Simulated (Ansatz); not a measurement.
# LiRe2: one candidate of a structure search, part 1 of 2

Where does this trial cell of LiRe2 go when cell and atoms are let free?

Program: Ansatz 0.2.0. Level of theory: DFT PBE, scalar-relativistic, plane waves, PAW. These are calculated values, not measurements.

## Step 1: The starting structure

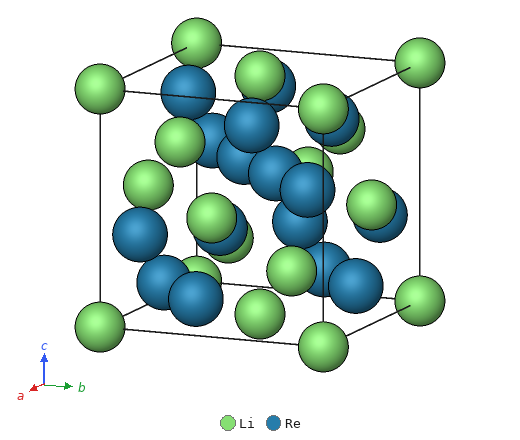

Start, viewed slightly off an axis; lithium green, rhenium blue. Atoms on the faces are drawn again on the opposite ones. The cell drawn here is the conventional one.

Structure file:

```cif
data_structure
_symmetry_space_group_name_H-M 'Fd-3m:1'
_symmetry_Int_Tables_number 227
_cell_length_a 7.0142
_cell_length_b 7.0142
_cell_length_c 7.0142
_cell_angle_alpha 90.000
_cell_angle_beta 90.000
_cell_angle_gamma 90.000
_cell_volume 345.09
loop_
_atom_site_label
_atom_site_type_symbol
_atom_site_symmetry_multiplicity
_atom_site_Wyckoff_symbol
_atom_site_fract_x
_atom_site_fract_y
_atom_site_fract_z
_atom_site_occupancy
Li1 Li 8 b 0.00000 0.00000 0.50000 1
Re1 Re 16 c 0.12500 0.12500 0.12500 1
```

Recipe of the guess: species swapped into a database cell of GdNi2 (Fd-3m, No. 227), with Li on the Gd sites and Re on the Ni sites. Lengths come from tabulated atomic sizes and are only a guess.

## Step 2: Probe: one point on a coarse mesh

Input file input.yaml:

```yaml
crystal:
  lattice:
    - [0.0, 3.50710549, 3.50710549]
    - [3.50710549, 0.0, 3.50710549]
    - [3.50710549, 3.50710549, 0.0]
  atoms:
    - { symbol: Li, position: [0.0, 0.0, 0.0] }
    - { symbol: Li, position: [0.25, 0.25, 0.25] }
    - { symbol: Re, position: [0.625, 0.625, 0.625] }
    - { symbol: Re, position: [0.125, 0.625, 0.625] }
    - { symbol: Re, position: [0.625, 0.125, 0.625] }
    - { symbol: Re, position: [0.625, 0.625, 0.125] }
basis:
  ecutwfc: 420
kpoints:
  mp_grid: { grid: [4, 4, 4] }
hamiltonian:
  xc: pbe
scf:
  occupations: { method: gaussian, width: 0.1 }
  lower_state_search: "off"
output:
  forces: true
  stress: true
  eigenvalues: true
```

Launch:

```console
$ ansatz run input.yaml --threads 1 --pin off --max-ram 2048MiB --backend cpu --events-out ev --progress --plain --runs-dir out
```

The log of the run (excerpt; [...] marks lines left out):

```text
Warning: RAYON_NUM_THREADS=1 ignored (pool sized by the plan → 1); use --threads N
[...]
Pseudopotentials: kind: paw
Pseudopotential: Li, paw, valence charge 3, recommended cutoff 420 eV (normal), Li.paw.azcp
Pseudopotential: Re, paw, valence charge 15, recommended cutoff 420 eV (normal), Re.paw.azcp
Functional definition: PBE
[...]
Crystal: 6 atoms, lattice volume = 86.273 Å³
Basis set: ecut = 420 eV, 1687 PW (Γ), exchange–correlation on 72×72×72 points (8 copies of the dense FFT grid, shifted against one another)
Bands: 40, of which v1, the nominal top of the filled ones, is band 33 counted from 1 (32 counted from 0)
Symmetry: 48 space group operations
Space group: Fd-3m (ITA 227), of the structure as read, at distance tolerance 4.4e-5 Å
k-points: 8 of 64
[...]
SCF iter   1: F=—  HF=-43877.544409 eV  |F-HF|=—  |Δ(HF+E_count)|=         —  Δρ=9.29e-3  dr2=1.30e-1  ethr=1.77e-3  ⟨swp⟩=5.1  Hψ=1118  notcnv=0
[...]
SCF iter   6: F=-43877.503089 eV  HF=-43877.503089 eV  |F-HF|=1.50e-8  |Δ(HF+E_count)|=   2.92e-7  Δρ=9.89e-6  dr2=5.50e-8  ethr=1.52e-10  ⟨swp⟩=6.9  Hψ=1428  notcnv=0
[...]
SCF converged after 6 iterations
Free energy (F): -43877.503089 eV
[...]
E sigma→0 (E₀):  -43877.495190 eV
Entropy (-TS):   -0.015798 eV (-2.633 meV/atom)
Fermi energy:    16.858552 eV
[...]
--- Forces (eV/Å), atoms counted from 1 ---
  atom   1  Li    -0.00000000    -0.00000000    -0.00000000
  atom   2  Li    -0.00000000    -0.00000000    -0.00000000
  atom   3  Re     0.00000000    -0.00000000    -0.00000000
  atom   4  Re     0.00000000    -0.00000000     0.00000000
  atom   5  Re     0.00000000     0.00000000     0.00000000
  atom   6  Re     0.00000000    -0.00000000    -0.00000000
[...]
--- Stress (GPa, compression-positive) ---
       32.130469       0.000000       0.000000
        0.000000      32.130469      -0.000000
       -0.000000      -0.000000      32.130469
  P = ⅓ Tr σ = 32.1305 GPa (321.305 kbar)
--- Band table (eV; the first three rows and the last of 8) ---
[...]
```

Run time: 1.8 s. Hardware: 1 thread of Arm Neoverse V1, shared host; peak memory 0.33 GiB.

From the probe: pressure 32.1 GPa, largest force 0.00 eV/Å, gap on this mesh none (metal). A cheap, loose relaxation comes first.

## Step 3: Coarse relaxation

input.yaml, as its differences from that of step 2:

```diff
@@ -25 +25,6 @@
   eigenvalues: true
+relax:
+  adjacent_minimum: "off"
+  f_tol: 0.04
+  max_steps: 70
+  cell: { stress_tol: 0.4 }
```

Launch:

```console
$ ansatz run input.yaml --threads 1 --pin off --max-ram 2048MiB --backend cpu --events-out ev --progress --plain --runs-dir out
```

The log of the run:

```text
Warning: RAYON_NUM_THREADS=1 ignored (pool sized by the plan → 1); use --threads N
Engine: ansatz 0.2.0, aarch64-unknown-linux-gnu
[... 4 set-up lines as earlier in the session ...]
  parameter kappa = 0.804
  parameter beta = 0.06672455060314922
  exchange = pbe_x(kappa = kappa, mu = beta*pi^2/3)
  correlation = pbe_c(beta = beta)
Crystal: 6 atoms, lattice volume = 86.273 Å³
Basis set: ecut = 420 eV, 1687 PW (Γ), exchange–correlation on 72×72×72 points (8 copies of the dense FFT grid, shifted against one another)
Bands: 40, of which v1, the nominal top of the filled ones, is band 33 counted from 1 (32 counted from 0)
[... 2 set-up lines as earlier in the session ...]
k-points: 8 of 64
Non-local potential: Li, projectors of the file, l = 0: 3, l = 1: 2, l = 2: 1
Non-local potential: Re, projectors of the file, l = 0: 3, l = 1: 2, l = 2: 2, l = 3: 1
PAW form: soft (Blöchl's): semilocal exchange-correlation on the pseudo side does not see the compensation charge
PAW one-centre angular grid: Li, 110 points (default); XC on 64 Gauss nodes
PAW one-centre angular grid: Re, 590 points (default); XC on 64 Gauss nodes
Initial density: superposition of atomic densities (neutral atoms: chi_scale 0, normalization atom), corrected by the library's trained network
Initial wavefunctions: pseudopotential atomic-orbital guess
Functional: x = pbe(κ = 0.804, μ = 0.2195149727645171), c = pbe(β = 0.06672455060314922)
SCF iter   1: F=—  HF=-43877.544410 eV  |F-HF|=—  |Δ(HF+E_count)|=         —  Δρ=9.29e-3  dr2=1.30e-1  ethr=1.77e-3  ⟨swp⟩=5.1  Hψ=1118  notcnv=0
preconditioner: auto → Resta (q_TF=auto, 2.609 Å⁻¹)  ε∞=18.5  [insulator: Δε(μ)=0.166 eV  Ē_g=5.228 eV  σ=0.100 eV  W_gap=0.67  n_scr=26 (ndim 8)  ℏωp=21.9 eV  f_vac=0.000  D(μ)=3.10/eV (n_scr^D=26)  ε∞_Penn≈18.5]
SCF iter   2: F=—  HF=-43877.518403 eV  |F-HF|=—  |Δ(HF+E_count)|=   2.60e-2  Δρ=5.33e-3  dr2=4.76e-2  ethr=1.97e-4  ⟨swp⟩=1.0  Hψ=384  notcnv=0
SCF iter   3: F=—  HF=-43877.503309 eV  |F-HF|=—  |Δ(HF+E_count)|=   1.51e-2  Δρ=7.98e-4  dr2=6.93e-4  ethr=7.21e-5  ⟨swp⟩=2.0  Hψ=415  notcnv=0
SCF iter   4: F=—  HF=-43877.503134 eV  |F-HF|=—  |Δ(HF+E_count)|=   1.75e-4  Δρ=2.16e-4  dr2=8.61e-5  ethr=1.05e-6  ⟨swp⟩=2.6  Hψ=512  notcnv=0
SCF iter   5: F=—  HF=-43877.503089 eV  |F-HF|=—  |Δ(HF+E_count)|=   4.48e-5  Δρ=5.93e-5  dr2=3.48e-6  ethr=1.30e-7  ⟨swp⟩=2.0  Hψ=415  notcnv=0
SCF iter   6: F=-43877.503089 eV  HF=-43877.503089 eV  |F-HF|=1.50e-8  |Δ(HF+E_count)|=   2.90e-7  Δρ=9.89e-6  dr2=5.49e-8  ethr=1.52e-10  ⟨swp⟩=6.9  Hψ=1445  notcnv=0
SCF 1 converged in 6 iterations: F = -43877.503089 eV  dr2 = 5.49e-8
relax step   1: F+E_penalty+E_count = -43877.50308910 eV  Δ(F+E_penalty+E_count) = +0.000e0 eV  max|allowed force component| = 3.084e-18 eV/Å  Δτ_max = 0.0000 Å  P = +32.130 GPa  Ω = 86.273 Å³  (6 SCF iters, dr2 threshold 1.00e-7 eV, accepted)
Crystal: 6 atoms, lattice volume = 99.516 Å³
Basis set: ecut = 420 eV, 1917 PW (Γ), exchange–correlation on 72×72×72 points (8 copies of the dense FFT grid, shifted against one another)
Initial density: handed on by an earlier stage of this run
Initial wavefunctions: those handed on with the density
iter 1 solved again at ethr=4.69e-5 eV; its pass at ethr=3.10e-3 eV (dr2=3.10e-2 eV) is discarded
SCF iter   1: F=—  HF=-43878.581431 eV  |F-HF|=—  |Δ(HF+E_count)|=         —  Δρ=5.78e-3  dr2=3.09e-2  ethr=4.69e-5  ⟨swp⟩=1.8  Hψ=1477  notcnv=0
preconditioner: auto → Kerker (q_TF=auto, 2.548 Å⁻¹)  [metal: Δε(μ)=0.082 eV  Ē_g=4.441 eV  σ=0.100 eV  W_gap=0.42  n_scr=26 (ndim 8)  ℏωp=20.4 eV  f_vac=0.000  D(μ)=4.19/eV (n_scr^D=26)]
SCF iter   2: F=—  HF=-43878.577712 eV  |F-HF|=—  |Δ(HF+E_count)|=   3.72e-3  Δρ=3.42e-3  dr2=1.18e-2  ethr=4.69e-5  ⟨swp⟩=1.0  Hψ=320  notcnv=0
SCF iter   3: F=—  HF=-43878.575221 eV  |F-HF|=—  |Δ(HF+E_count)|=   2.49e-3  Δρ=3.67e-4  dr2=1.58e-4  ethr=1.79e-5  ⟨swp⟩=2.0  Hψ=422  notcnv=0
SCF iter   4: F=—  HF=-43878.575179 eV  |F-HF|=—  |Δ(HF+E_count)|=   4.19e-5  Δρ=7.51e-5  dr2=1.18e-5  ethr=2.39e-7  ⟨swp⟩=2.1  Hψ=524  notcnv=0
SCF iter   5: F=—  HF=-43878.575176 eV  |F-HF|=—  |Δ(HF+E_count)|=   3.06e-6  Δρ=2.91e-5  dr2=1.58e-6  ethr=1.79e-8  ⟨swp⟩=2.4  Hψ=533  notcnv=0
SCF iter   6: F=-43878.575176 eV  HF=-43878.575176 eV  |F-HF|=2.36e-8  |Δ(HF+E_count)|=   2.88e-7  Δρ=9.56e-6  dr2=1.33e-7  ethr=9.09e-10  ⟨swp⟩=5.5  Hψ=1191  notcnv=0
SCF 2 converged in 6 iterations: F = -43878.575176 eV  dr2 = 1.33e-7
relax step   2: F+E_penalty+E_count = -43878.57517613 eV  Δ(F+E_penalty+E_count) = -1.072e0 eV  max|allowed force component| = 1.523e-17 eV/Å  Δτ_max = 0.0000 Å  P = -1.910 GPa  Ω = 99.516 Å³  energy of the carried Pulay correction = -9.724e-3 eV  (6 SCF iters, dr2 threshold 6.00e-7 eV, accepted)
Crystal: 6 atoms, lattice volume = 98.667 Å³
iter 1 solved again at ethr=9.50e-8 eV; its pass at ethr=3.10e-3 eV (dr2=6.27e-5 eV) is discarded
SCF iter   1: F=—  HF=-43878.581905 eV  |F-HF|=—  |Δ(HF+E_count)|=         —  Δρ=3.35e-4  dr2=7.64e-5  ethr=9.50e-8  ⟨swp⟩=3.1  Hψ=1473  notcnv=0
preconditioner: auto → Kerker (q_TF=auto, 2.551 Å⁻¹)  [metal: Δε(μ)=0.089 eV  Ē_g=4.487 eV  σ=0.100 eV  W_gap=0.45  n_scr=26 (ndim 8)  ℏωp=20.5 eV  f_vac=0.000  D(μ)=4.09/eV (n_scr^D=26)]
SCF iter   2: F=—  HF=-43878.581862 eV  |F-HF|=—  |Δ(HF+E_count)|=   4.29e-5  Δρ=1.96e-4  dr2=2.71e-5  ethr=9.50e-8  ⟨swp⟩=1.0  Hψ=320  notcnv=0
iter 3 did not close the SCF: its close was put off for the readings that it lacked (scf_convergence_deferred on its scf_iter line)
SCF iter   3: F=-43878.581858 eV  HF=-43878.581858 eV  |F-HF|=9.21e-9  |Δ(HF+E_count)|=   4.22e-6  Δρ=2.01e-5  dr2=2.45e-7  ethr=4.10e-8  ⟨swp⟩=2.0  Hψ=417  notcnv=0
iter 4 did not close the SCF: its close was put off for the readings that it lacked (scf_convergence_deferred on its scf_iter line)
SCF iter   4: F=-43878.581858 eV  HF=-43878.581858 eV  |F-HF|=1.05e-9  |Δ(HF+E_count)|=   3.70e-8  Δρ=4.71e-6  dr2=2.02e-8  ethr=3.71e-10  ⟨swp⟩=2.0  Hψ=568  notcnv=0
iter 5 did not close the SCF: its close was put off for the readings that it lacked (scf_convergence_deferred on its scf_iter line)
SCF iter   5: F=-43878.581858 eV  HF=-43878.581858 eV  |F-HF|=1.02e-10  |Δ(HF+E_count)|=  9.75e-10  Δρ=1.19e-6  dr2=1.54e-9  ethr=3.05e-11  ⟨swp⟩=2.2  Hψ=523  notcnv=0
SCF iter   6: F=-43878.581858 eV  HF=-43878.581858 eV  |F-HF|=1.46e-11  |Δ(HF+E_count)|=  7.28e-11  Δρ=3.75e-7  dr2=1.74e-10  ethr=2.34e-12  ⟨swp⟩=1.1  Hψ=739  notcnv=0
SCF 3 converged in 6 iterations: F = -43878.581858 eV  dr2 = 1.74e-10
relax step   3: F+E_penalty+E_count = -43878.58185802 eV  Δ(F+E_penalty+E_count) = -6.682e-3 eV  max|allowed force component| = 1.523e-17 eV/Å  Δτ_max = 0.0000 Å  P = -0.380 GPa  Ω = 98.667 Å³  energy of the carried Pulay correction = -9.142e-3 eV  (6 SCF iters, dr2 threshold 6.00e-7 eV, accepted)
Initial wavefunctions: pseudopotential atomic-orbital guess (no wavefunctions were taken with the density)
iter 1 solved again at ethr=2.12e-7 eV; its pass at ethr=3.10e-3 eV (dr2=1.40e-4 eV) is discarded
SCF iter   1: F=—  HF=-43878.590355 eV  |F-HF|=—  |Δ(HF+E_count)|=         —  Δρ=4.23e-4  dr2=1.87e-5  ethr=2.12e-7  ⟨swp⟩=3.1  Hψ=1850  notcnv=0
SCF iter   2: F=—  HF=-43878.590570 eV  |F-HF|=—  |Δ(HF+E_count)|=   2.15e-4  Δρ=2.18e-4  dr2=4.63e-6  ethr=2.83e-8  ⟨swp⟩=2.0  Hψ=570  notcnv=0
SCF iter   3: F=—  HF=-43878.590659 eV  |F-HF|=—  |Δ(HF+E_count)|=   8.93e-5  Δρ=1.09e-5  dr2=4.91e-8  ethr=7.01e-9  ⟨swp⟩=2.0  Hψ=576  notcnv=0
SCF iter   4: F=—  HF=-43878.590659 eV  |F-HF|=—  |Δ(HF+E_count)|=   4.98e-8  Δρ=1.67e-6  dr2=4.33e-9  ethr=7.44e-11  ⟨swp⟩=2.0  Hψ=416  notcnv=0
iter 5 did not close the SCF: its close was put off for the readings that it lacked (scf_convergence_deferred on its scf_iter line)
SCF iter   5: F=-43878.590659 eV  HF=-43878.590659 eV  |F-HF|=4.37e-10  |Δ(HF+E_count)|=  2.98e-10  Δρ=4.93e-7  dr2=7.13e-10  ethr=6.55e-12  ⟨swp⟩=1.9  Hψ=447  notcnv=0
SCF iter   6: F=-43878.590659 eV  HF=-43878.590659 eV  |F-HF|=2.18e-11  |Δ(HF+E_count)|=  1.75e-10  Δρ=1.64e-7  dr2=3.33e-11  ethr=1.08e-12  ⟨swp⟩=2.0  Hψ=797  notcnv=0
SCF 4 converged in 6 iterations: F = -43878.590659 eV  dr2 = 3.33e-11
relax step   4: F+E_penalty+E_count = -43878.59065891 eV  Δ(F+E_penalty+E_count) = -8.801e-3 eV  max|allowed force component| = 2.525e-17 eV/Å  Δτ_max = 0.0000 Å  P = -0.363 GPa  Ω = 98.667 Å³  stress off target by 3.63e-1 GPa  SCF on the basis re-selected at this cell (its energy is not comparable with the rows above)  (6 SCF iters)
basis re-selected at this cell: Δ(F+E_penalty+E_count) = -8.801e-3 eV, ΔP = +0.016 GPa vs the last step (what re-selecting the basis moved, of the pressure what is left beyond the Pulay correction that the steps carried, after the strain that the cell walked since its last selection, with what the two solves' SCF thresholds leave and, on support functions, any second-order correction that the steps lacked; it is no measure of the basis error at this ecutwfc). This SCF's stress stands 3.63e-1 GPa from its target on what of the cell is left free (relax.cell.stress_tol is 4.00e-1 GPa) and its largest allowed force component is 2.52e-17 eV/Å (relax.f_tol is 4.00e-2 eV/Å): within both
SCF converged after 6 iterations
Free energy (F): -43878.590659 eV
Harris-Foulkes:  -43878.590659 eV  (|F-HF|=2.18e-11)
Internal energy: -43878.570209 eV  (E = F + TS)
E sigma→0 (E₀):  -43878.580434 eV
Entropy (-TS):   -0.020450 eV (-3.408 meV/atom)
Fermi energy:    14.263552 eV
--- Per-component energies (eV) ---
  E_band       = -965.279630
  E_kinetic    = 2199.224121
  E_local      = -5784.942121  (includes V_loc(G=0)·N_el)
  E_nonlocal   = 135.450656
  E_hartree    = 2161.577366
  E_xc         = -1631.304944
  E_vxc        = -1235.973699  (∫ρ·V_xc dr)
  E_paw        = -34680.065230  (= ΣΔE_a)
  E_vpaw       = -602.192883  (= ΣTr[D̂ρ^β])
  E_aug_tail   = -0.000231  (compensation charges beyond the density's cutoff)
  E_ewald      = -6278.509825
  E_smearing   = -0.020450  (= −TS)
  E_closure    = 0.000000  (closes the sum)
  Σ components = -43878.590659   (vs F -43878.590659, Δ=0.00e0)
--- Forces (eV/Å), atoms counted from 1 ---
  atom   1  Li     0.00000000    -0.00000000     0.00000000
  atom   2  Li    -0.00000000    -0.00000000    -0.00000000
  atom   3  Re    -0.00000000     0.00000000    -0.00000000
  atom   4  Re    -0.00000000     0.00000000     0.00000000
  atom   5  Re    -0.00000000    -0.00000000     0.00000000
  atom   6  Re    -0.00000000     0.00000000     0.00000000
  max |Σ_I F_I| component: 6.94e-18 eV/Å
--- Stress (GPa, compression-positive) ---
       -0.363189      -0.000000       0.000000
        0.000000      -0.363189      -0.000000
        0.000000      -0.000000      -0.363189
  P = ⅓ Tr σ = -0.3632 GPa (-3.632 kbar)
--- Band table (eV; the first three rows and the last of 8) ---
  k-point 0: bands = ["-65.6711", "-65.5060", "-65.5060", "-65.5060", "-30.5996", "-30.5911", "-28.7701", "-27.8991", "-27.8991", "-27.8991", "-27.6275", "-27.6275", "-27.0271", "-27.0271", "-27.0271", "-26.9046", "-26.9046", "-26.9046", "5.5328", "8.5035", "9.0947", "9.0947", "9.0947", "10.7000", "10.7000", "10.7000", "10.8101", "10.8101", "15.9075", "15.9075", "15.9075", "15.9255", "15.9255", "15.9255", "16.2743", "16.2743", "16.2996", "16.2996", "16.2996", "17.0815"]
  k-point 1: bands = ["-65.6540", "-65.5235", "-65.5060", "-65.5060", "-30.5990", "-30.5919", "-28.6263", "-27.8527", "-27.8378", "-27.8378", "-27.5827", "-27.5827", "-27.1275", "-27.1248", "-27.1248", "-27.0270", "-26.9237", "-26.9237", "6.1893", "8.9869", "9.3311", "9.5493", "9.5493", "10.6714", "10.9838", "10.9838", "11.3673", "11.3673", "13.8613", "14.2416", "14.2416", "14.6751", "15.2043", "15.2043", "15.8289", "16.0109", "16.0109", "16.9000", "16.9000", "17.5497"]
  k-point 2: bands = ["-65.6302", "-65.5476", "-65.5060", "-65.5060", "-30.5981", "-30.5932", "-28.4591", "-27.7865", "-27.7865", "-27.6412", "-27.5387", "-27.3962", "-27.3962", "-27.3655", "-27.3655", "-27.0270", "-26.9311", "-26.9311", "6.9572", "9.7329", "10.0069", "10.0069", "10.1731", "10.5655", "11.8421", "11.8421", "12.0743", "12.4322", "12.4322", "12.5640", "12.9847", "12.9847", "13.4995", "13.4995", "15.7528", "15.8445", "15.8445", "16.2379", "16.2379", "17.7066"]
  k-point 7: bands = ["-65.5890", "-65.5890", "-65.5060", "-65.5060", "-30.5957", "-30.5957", "-28.1009", "-28.1009", "-27.6549", "-27.6549", "-27.4496", "-27.4496", "-27.4149", "-27.4149", "-27.1573", "-27.1573", "-27.0526", "-27.0526", "8.7861", "8.7861", "10.5497", "10.5497", "11.1393", "11.1393", "11.4232", "11.4232", "11.5907", "11.5907", "12.5525", "12.5525", "12.7101", "12.7101", "13.9466", "13.9466", "14.5020", "14.5020", "15.3117", "15.3117", "16.7709", "16.7709"]
--- Relaxed structure (3 steps of the walk, 3 accepted, 1 SCFs on fresh bases) ---
  F+E_penalty+E_count = -43878.59065891 eV   max|allowed force component| = 2.525e-17 eV/Å   (the final SCF, on the basis selected at the relaxed cell)
  cell:  # Å, volume = 98.6666 Å³
    - [3.821529024671691e-34, 3.6675836049476125, 3.6675836049476125]
    - [3.6675836049476125, 1.0700281269080738e-33, 3.6675836049476125]
    - [3.6675836049476125, 3.6675836049476125, -1.0190744065791179e-34]
  atoms:
    - { symbol: Li, position: [6.005145636855595e-34, -1.3656552076003773e-33, -8.603124896300962e-34] }
    - { symbol: Li, position: [0.25000000000000006, 0.25000000000000006, 0.25000000000000006] }
    - { symbol: Re, position: [0.6250000000000001, 0.6250000000000001, 0.6250000000000001] }
    - { symbol: Re, position: [0.1250000000000001, 0.6250000000000001, 0.6250000000000001] }
    - { symbol: Re, position: [0.6250000000000001, 0.1250000000000001, 0.6250000000000001] }
    - { symbol: Re, position: [0.6250000000000001, 0.6250000000000001, 0.1250000000000001] }
```

Run time: 7.9 s. Hardware: 1 thread of Arm Neoverse V1, shared host; peak memory 0.35 GiB.

Step by step:

```
step  E - E(step 1) (eV/cell)  largest force component (eV/Å)  pressure (GPa)  volume (Å³)
   1                   0.0000                          0.0000           32.13        86.27
   2                  -1.0721                          0.0000           -1.91        99.52
   3                  -1.0788                          0.0000           -0.38        98.67
   4                  -1.0876                          0.0000           -0.36        98.67
```

Step 1 is the start. Step 4 repeats the geometry before it on a plane-wave basis chosen anew for that cell, so its energy need not be comparable with the rows above.

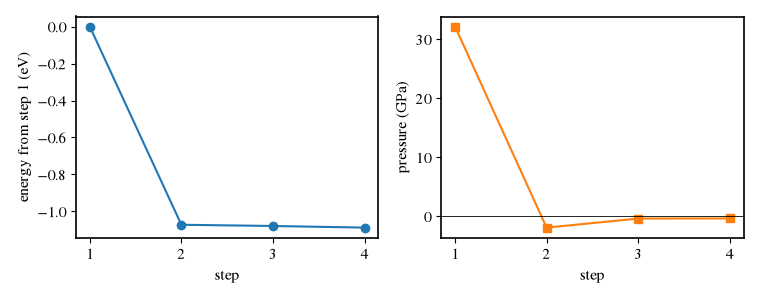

Energy and pressure along the relaxation.

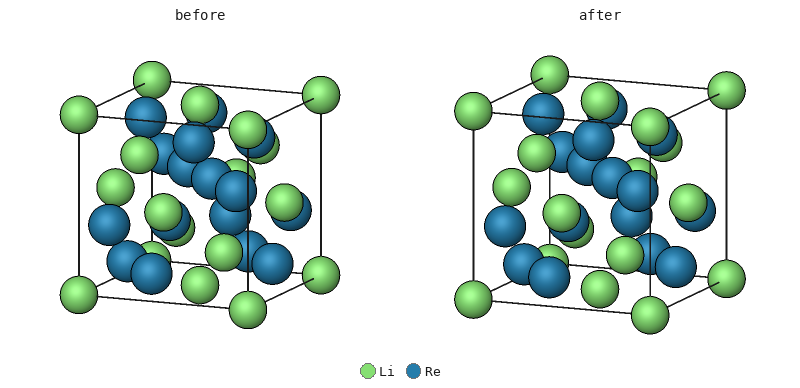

Before and after, at one scale.

Lengths and angles in the start's conventional setting:

|  | before | after | change |
| --- | --- | --- | --- |
| a (Å) | 7.014 | 7.335 | +4.6 % |
| b (Å) | 7.014 | 7.335 | +4.6 % |
| c (Å) | 7.014 | 7.335 | +4.6 % |
| volume (Å³/atom) | 14.38 | 16.44 | +14.4 % |
| shortest distance (Å) | 2.480 | 2.593 | +4.6 % |
| space group (0.01 Å) | Fd-3m | Fd-3m | same |

The run keeps the 48 symmetry operations of the start, so it could not have lowered the symmetry.

(Continued in part 2 of 2.)
